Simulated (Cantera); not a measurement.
Input: 1 mol MgCl2, 170 mol N2, 5.8 mol H2O, at 1000 Pa.

Method: chemical equilibrium by Gibbs-energy minimisation in Cantera with the NASA 1993 tables (ideal gas, pure condensed phases). Candidate condensed phases: H2O, Mg, MgCl2, MgO, Mg(OH)2, NH4Cl; 38 gas species. Rates play no part.

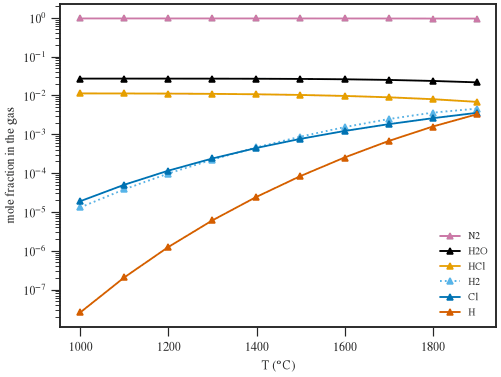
Figure: Equilibrium gas composition (values under 1e-9 drawn at 1e-9)

Question: Read off the mole fractions at 1700 °C.

Answer: N2 about 0.96, H2O about 0.025, HCl about 0.0090, H2 about 0.0025, Cl about 0.0018, H about 0.00067.
